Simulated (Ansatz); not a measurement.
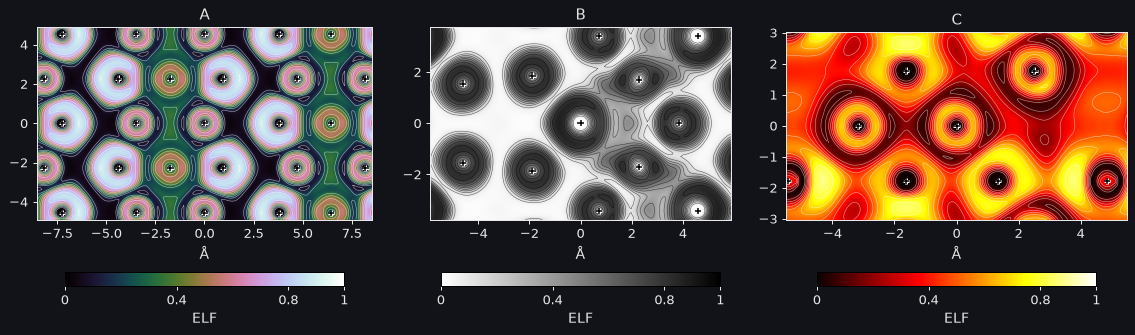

The ELF of 3 systems, each on a plane through atoms (crosses mark nuclei in the plane).

Method: DFT PBE, scalar-relativistic, plane waves, PAW (Ansatz).

System 1: Ti2PdS2, the (11̄0) plane of the conventional cell. Space group I4/mmm; a generated structure, not necessarily the stable one; changed on purpose from its base cell (volume × 1.10, shape and atoms relaxed); computed without spin polarisation.

System 2: LaNbF3, the (100) plane of the conventional cell. Space group Cmcm; a generated structure, not necessarily the stable one.

System 3: Ti3AlB3, the (110) plane of the conventional cell. Space group P3m1; a generated structure, not necessarily the stable one; computed without spin polarisation.

```
CELL_PARAMETERS angstrom
3.08715 0.00000 0.00000
-1.54358 2.67355 0.00000
0.00000 0.00000 10.28562
ATOMIC_POSITIONS crystal
Ti 0.33333 0.66667 0.31387
Ti 0.66667 0.33333 0.55819
Ti 0.33333 0.66667 0.00559
Al 0.00000 0.00000 0.78653
B 0.00000 0.00000 0.44276
B 0.66667 0.33333 0.15571
B 0.00000 0.00000 0.15535
```

**Which map belongs to which system?**

Panel A is system 1, Ti2PdS2: the plane holds Ti, Pd and S. Ti–S (2.46 Å): the ELF peaks at about 0.85 in the valence shell of S, 0.8 Å from its nucleus, and is about 0.45 at the midpoint. Panel B is system 2, LaNbF3: the plane holds La, Nb and F. Nb–F (2.32 Å): the ELF peaks at about 0.80 in the valence shell of F, 0.6 Å from its nucleus, and drops to about 0.05 between the two atoms (no localised pair shows between them). Panel C is system 3, Ti3AlB3: the plane holds Ti, Al and B. Ti–Al (2.87 Å): the ELF is about 0.45 at the midpoint.
